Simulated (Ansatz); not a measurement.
## Electronic structure of Cl2H2HfO2 (SMILES Cl[Hf](Cl)(O)O) in real space

Input file:

```
crystal:
  periodic: [false, false, false]
  atoms:
    - {symbol: Cl, position_ang: [-1.456370, -2.174970, 0.002810]}
    - {symbol: Hf, position_ang: [0.098690, -0.403750, -0.023700]}
    - {symbol: Cl, position_ang: [2.292700, -1.246870, -0.201240]}
    - {symbol: O, position_ang: [-0.257230, 0.704790, -1.520890]}
    - {symbol: O, position_ang: [-0.055410, 0.574120, 1.593960]}
    - {symbol: H, position_ang: [-0.457210, 1.368980, -2.172410]}
    - {symbol: H, position_ang: [-0.165190, 1.177700, 2.321450]}
basis:
  gaussian:
    orbitals: def2-SVP
output: {forces: true, orbitals: {seedname: orbitals}}
hamiltonian:
  xc: hf
accuracy: high
```

Launched as:

```sh
ansatz run job.yaml --threads 1 --pin off --max-ram 3480MiB --events-out events.jsonl --progress --plain --runs-dir runs
```

Geometry: PBE0-D4/def2-TZVP; core potentials replace the inner electrons of Hf.

Level of theory: isolated molecule in a Gaussian basis; Hartree-Fock (Ansatz 0.2.0).

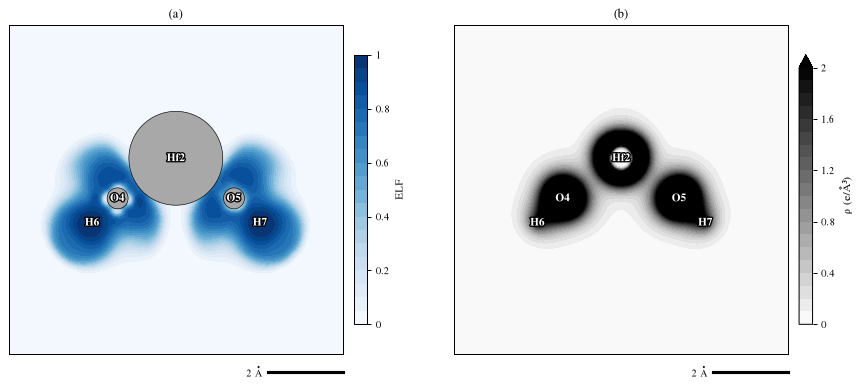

Figure 1. (a) electron localisation function; (b) electron density on the plane of atoms O4, Hf2 and O5. Grey discs cover the atomic cores in the ELF map.

**What do the fields say about this system?**

The section cuts through Hf, O and H sites.
Hf–O (1.90 Å): the density is about 0.87 e/Å³ at the midpoint; the ELF peaks at about 0.80 in the valence shell of O, 0.5 Å from its nucleus, and drops to about 0.15 between the two atoms.
O–H (0.95 Å): ρ is about 3.8 e/Å³ halfway; the ELF climbs to about 1 towards the hydrogen, as it does in any bond to H (a covalent bond by its length).

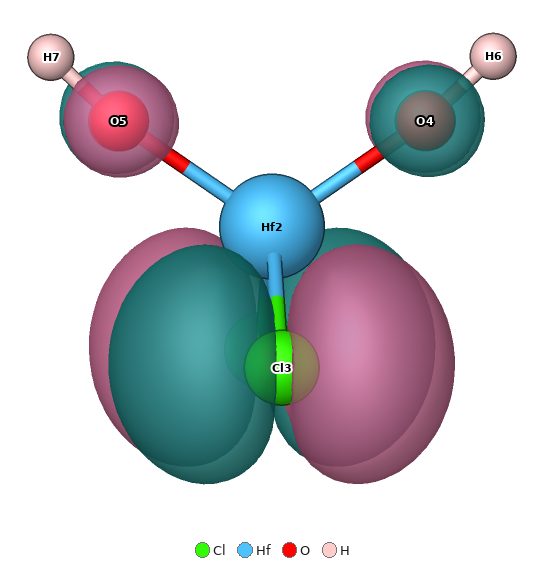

Figure 2. The HOMO−1 at ±0.08 Å⁻³ᐟ² (teal and pink are the two phases), seen across its widest extent.

**What is the character of this orbital?**

It lies mainly on Cl1 (about 45 %) and Cl3 (about 45 %); largely a combination of lone pairs on Cl1 and Cl3. Its energy is −12.41 eV.

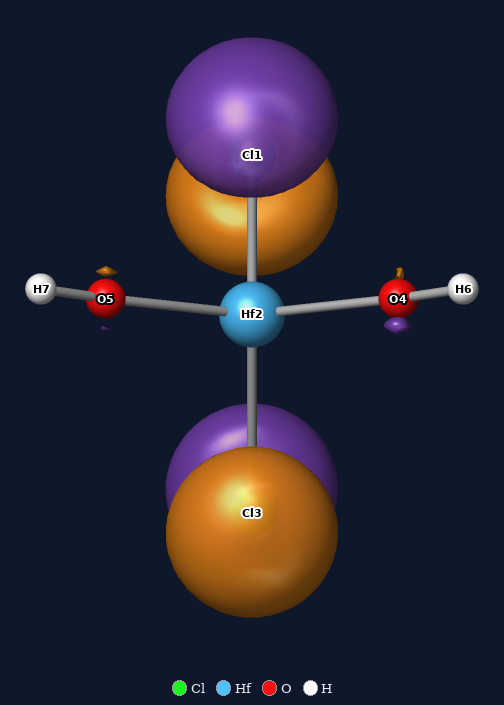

Figure 3. The HOMO at ±0.15 Å⁻³ᐟ² (orange and purple are the two phases), seen from one side.

**Where does this orbital lie, and at what energy?**

Its weight (Hirshfeld) is mainly on Cl1 (about 45 %) and Cl3 (about 45 %); largely a combination of lone pairs on Cl1 and Cl3. Its energy is −12.19 eV.
